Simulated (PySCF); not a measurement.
**Si3NH7O (SMILES O[Si]N([SiH3])[SiH3]) at 5 levels**

We compute a comparison of 5 runs (HF/STO-3G, B3LYP/6-31G*, PBE0/def2-SVP, r2SCAN/pcseg-1) of Si3NH7O. The job is set up through a Python script.

Program for the calculation: PySCF 2.14.0.

## 1. Starting point

Si3NH7O: 12 atoms, total charge 0, spin state singlet. SMILES: `O[Si]N([SiH3])[SiH3]`. The shape is that of a PBE0-D4/def2-TZVP optimisation. This is one conformer, not always the lowest.

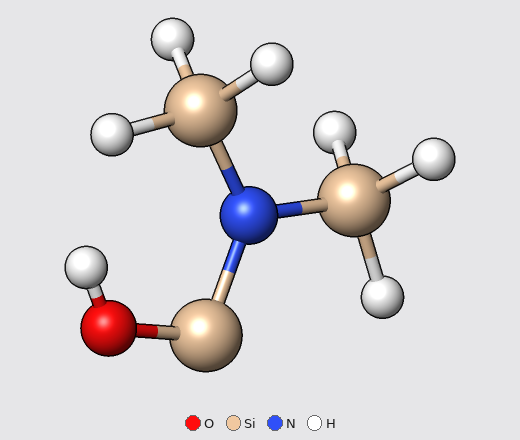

The structure, seen from a chosen angle (oxygen red, silicon light orange, nitrogen blue, hydrogen white).

## 2. Energy and gradient at HF/STO-3G (run 1)

job.py

```python
# O[Si]N([SiH3])[SiH3]
from pyscf import gto, scf

system = gto.Mole()
system.atom = '''
O    1.909400   2.022200   0.432700
Si   0.378200   2.013300  -0.168000
N   -0.127800   0.329700  -0.102400
Si   0.775800  -1.048200   0.463800
Si  -1.749200   0.011300  -0.684000
H    2.346900   1.216800   0.730200
H    0.955000  -2.045800  -0.621800
H    0.086100  -1.699500   1.606700
H    2.127100  -0.621700   0.924600
H   -1.708900  -0.952700  -1.815000
H   -2.579200  -0.578700   0.399000
H   -2.336200   1.298200  -1.131600
'''
system.charge = 0
system.max_memory = 1860
system.spin = 0
system.basis = 'sto-3g'
system.verbose = 3
system.build()

mf = scf.RHF(system)
mf.conv_tol = 1e-10
mf.kernel()
if not mf.converged:
    mf = mf.newton().run(mf.mo_coeff, mf.mo_occ)

etot = mf.e_tot
print(f'total energy: {etot:.8f} hartree')
grad = mf.nuc_grad_method().kernel()
mf.analyze()
```

Launch:

```console
$ OMP_NUM_THREADS=1 python job.py
```

Log:

```text
converged SCF energy = -988.510239269145
[... 11 lines left out ...]
MO #2   energy= -67.9929061642125  occ= 2
[... 5 lines left out ...]
MO #8   energy= -5.90329071038105  occ= 2
[... 5 lines left out ...]
MO #14  energy= -3.99738961170846  occ= 2
[... 5 lines left out ...]
MO #20  energy= -0.691779322240902 occ= 2
[... 5 lines left out ...]
MO #26  energy= -0.416944067528521 occ= 2
[... 5 lines left out ...]
MO #32  energy= -0.230223575410701 occ= 2
[... 5 lines left out ...]
MO #38  energy= 0.548126403230818  occ= 0
[... 5 lines left out ...]
MO #44  energy= 0.802753467273809  occ= 0
[... 13 lines left out ...]
Dipole moment(X, Y, Z, Debye): -0.40505, -1.21134,  0.02871
```

Run time: 4.2 s. Hardware: 1 thread of Intel Xeon at 2.70GHz, shared host; peak memory 0.12 GiB.

## 3. Energy and forces at B3LYP/6-31G(d) (spherical functions) (run 2)

mol.xyz

```xyz
12
H7NOSi3
O      1.909400     2.022200     0.432700
Si     0.378200     2.013300    -0.168000
N     -0.127800     0.329700    -0.102400
Si     0.775800    -1.048200     0.463800
Si    -1.749200     0.011300    -0.684000
H      2.346900     1.216800     0.730200
H      0.955000    -2.045800    -0.621800
H      0.086100    -1.699500     1.606700
H      2.127100    -0.621700     0.924600
H     -1.708900    -0.952700    -1.815000
H     -2.579200    -0.578700     0.399000
H     -2.336200     1.298200    -1.131600
```

input.py

```python
import pyscf.grad
from pyscf import gto, dft

mol = gto.Mole()
mol.atom = 'mol.xyz'
mol.basis = '6-31g*'
mol.verbose = 4
mol.max_memory = 1860
mol.build()

myscf = dft.RKS(mol)
myscf.xc = 'b3lyp'
myscf.conv_tol = 1e-10
myscf.grids.level = 5
myscf.kernel()
if not myscf.converged:
    myscf = myscf.newton().run(myscf.mo_coeff, myscf.mo_occ)

etot = myscf.e_tot
print('E(%s) = %.9f' % ('B3LYP', etot))
grad = myscf.Gradients().kernel()
myscf.analyze()
```

Launch:

```console
$ OMP_NUM_THREADS=1 python input.py
```

Log:

```text
PySCF version 2.14.0

[... 109 lines left out ...]
MO #5   energy= -14.3208868025756  occ= 2
[... 12 lines left out ...]
MO #18  energy= -1.01066066274458  occ= 2
[... 12 lines left out ...]
MO #31  energy= -0.286806819285735 occ= 2
[... 12 lines left out ...]
MO #44  energy= 0.177154567376991  occ= 0
[... 12 lines left out ...]
MO #57  energy= 0.54094959266066   occ= 0
[... 12 lines left out ...]
MO #70  energy= 0.841363352776019  occ= 0
[... 12 lines left out ...]
MO #83  energy= 1.26568697341108   occ= 0
[... 12 lines left out ...]
MO #96  energy= 2.60832942837229   occ= 0
[... 111 lines left out ...]
Dipole moment(X, Y, Z, Debye):  0.14171, -2.13712,  0.38755
```

Run time: 61 s. Hardware: 1 thread of Intel Xeon at 2.70GHz, shared host; peak memory 0.95 GiB.

Runs 3 to 4 aren't shown in full; the table further down has their settings and results.

## 4. Energy and gradient at r2SCAN/pcseg-1 (run 5)

job.py

```python
from pyscf import gto, dft

mol = gto.Mole()
mol.atom = '''
O    1.909400   2.022200   0.432700
Si   0.378200   2.013300  -0.168000
N   -0.127800   0.329700  -0.102400
Si   0.775800  -1.048200   0.463800
Si  -1.749200   0.011300  -0.684000
H    2.346900   1.216800   0.730200
H    0.955000  -2.045800  -0.621800
H    0.086100  -1.699500   1.606700
H    2.127100  -0.621700   0.924600
H   -1.708900  -0.952700  -1.815000
H   -2.579200  -0.578700   0.399000
H   -2.336200   1.298200  -1.131600
'''
mol.max_memory = 1860
mol.basis = 'pcseg-1'
mol.verbose = 4
mol.charge = 0
mol.build()

mf = dft.RKS(mol, xc='r2scan')
mf.grids.level = 5
mf.conv_tol = 1e-10
mf.kernel()
if not mf.converged:
    mf = mf.newton().run(mf.mo_coeff, mf.mo_occ)

energy = mf.e_tot
print(f'total energy: {energy:.8f} hartree')
grad = mf.nuc_grad_method().kernel()
mf.analyze()
```

Launch:

```console
$ OMP_NUM_THREADS=1 python job.py
```

Log:

```text
PySCF version 2.14.0

[... 102 lines left out ...]
One-electron Energy =                -2094.371800561239070
[... 16 lines left out ...]
MO #12  energy= -3.57762571061901  occ= 2
[... 14 lines left out ...]
MO #27  energy= -0.331808017822966 occ= 2
[... 14 lines left out ...]
MO #42  energy= 0.0813459884349843 occ= 0
[... 14 lines left out ...]
MO #57  energy= 0.443272109734005  occ= 0
[... 14 lines left out ...]
MO #72  energy= 0.865558944738257  occ= 0
[... 14 lines left out ...]
MO #87  energy= 1.68052763734571   occ= 0
[... 14 lines left out ...]
MO #102 energy= 2.1166075936301    occ= 0
[... 14 lines left out ...]
MO #117 energy= 3.5868713041942    occ= 0
[... 132 lines left out ...]
Dipole moment(X, Y, Z, Debye):  0.08776, -2.18214,  0.37333
```

It took 2.3 min on 1 thread of Intel Xeon at 2.70GHz, shared host; peak memory 1.2 GiB.

## 5. Overview of the runs

| run | level | integration grid | Cartesian functions | energy (Eh) | dipole moment (D) | HOMO energy (eV) | LUMO energy (eV) | wall time |
| --- | --- | --- | --- | --- | --- | --- | --- | --- |
| 1 | HF/STO-3G | – | no | -988.510239 | 1.28 | -6.26 | 7.66 | 4.2 s |
| 2 | B3LYP/6-31G* (spherical functions) | 5 | no | -1002.726312 | 2.18 | -6.64 | -1.13 | 61 s |
| 3 | B3LYP/6-31G* (Cartesian functions) | 5 | yes | -1002.733841 | 2.18 | -6.64 | -1.13 | 84 s |
| 4 | PBE0/def2-SVP | 5 | no | -1001.837827 | 2.04 | -6.89 | -1.03 | 59 s |
| 5 | r2SCAN/pcseg-1 | 5 | no | -1002.511168 | 2.22 | -6.11 | -1.90 | 2.3 min |

## 6. What came out

| quantity | value |
| --- | --- |
| run 5: total energy | -1002.51117 Eh |
| run 5: dipole moment | 2.22 D |
| run 5: HOMO energy | -6.11 eV |
| run 5: LUMO energy | -1.90 eV |
| run 5: HOMO–LUMO gap | 4.21 eV |
| run 5: largest force on an atom | 0.805 eV/Å |

**Reading.** The dipole moment (its size) runs from 1.28 D (HF/STO-3G) to 2.22 D (r2SCAN/pcseg-1). The two ends differ in method and basis. The HOMO–LUMO gap runs from 4.21 eV (r2SCAN/pcseg-1) to 13.93 eV (HF/STO-3G). Totals of different functionals can't be ranked against each other. In run 1 the basis is minimal, so the values are rough. All runs together took 5.8 min, the longest 2.3 min.
